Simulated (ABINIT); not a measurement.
Band structure of ReTc (P-6m2, 2 atoms in the cell).

```
CELL_PARAMETERS angstrom
      2.74930     0.00000     0.00000
     -1.37465     2.38096     0.00000
      0.00000     0.00000     4.44027
ATOMIC_POSITIONS crystal
  Tc 0.66667 0.33333 0.00000
  Re 0.00000 0.00000 0.50000
```

Method: PBEsol, PAW (JTH v2.0 PBE PAW, files made for PBE) (plane waves; ABINIT).

Settings: pseudos = [Tc.GGA_PBE-JTH.xml, Re.GGA_PBE-JTH.xml]; ecut = 544 eV; pawecutdg = 1088 eV; pawxcdev = 0; ixc = -116133; occopt = 7; tsmear = 0.00734986 Ha; ngkpt = 11 11 6; nshiftk = 1; shiftk = 0 0 0; potentials = JTH v2.0 PBE PAW; kptopt = 1; nstep = 60.

The starting cell comes from a database of computed structures (which also holds hypothetical and non-ambient phases and stackings), without a prior relaxation at this level. Spin-orbit coupling is off. Spin polarisation is off. The potentials were made for another functional than the one used.

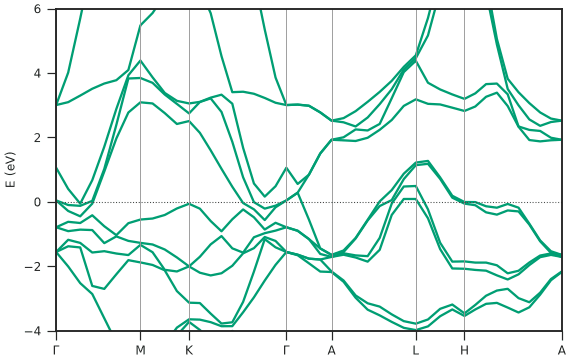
Fig. 1. Bands along the path, energies from the Fermi level.

Levels in eV from the Fermi level, bands 13 to 20:
```json
[
 {"point": "Γ", "13": "-1.56", "14": "-0.79", "15": "-0.79", "16": "0.04", "17": "0.04", "18": "1.06", "19": "3.00", "20": "3.00"},
 {"point": "M", "13": "-1.34", "14": "-1.27", "15": "-0.55", "16": "3.09", "17": "3.84", "18": "4.39", "19": "5.48", "20": "7.23"},
 {"point": "K", "13": "-2.00", "14": "-2.00", "15": "-0.06", "16": "2.51", "17": "2.75", "18": "3.05", "19": "6.50", "20": "8.07"},
 {"point": "A", "13": "-1.71", "14": "-1.71", "15": "-1.65", "16": "-1.65", "17": "1.93", "18": "1.93", "19": "2.52", "20": "2.52"},
 {"point": "L", "13": "0.09", "14": "0.49", "15": "1.14", "16": "1.22", "17": "3.18", "18": "4.38", "19": "4.46", "20": "4.55"},
 {"point": "H", "13": "-2.08", "14": "-1.85", "15": "-0.06", "16": "-0.01", "17": "2.82", "18": "3.20", "19": "8.99", "20": "9.74"}
]
```

Bands cross the Fermi level along this path, so the cell is metallic at this level.
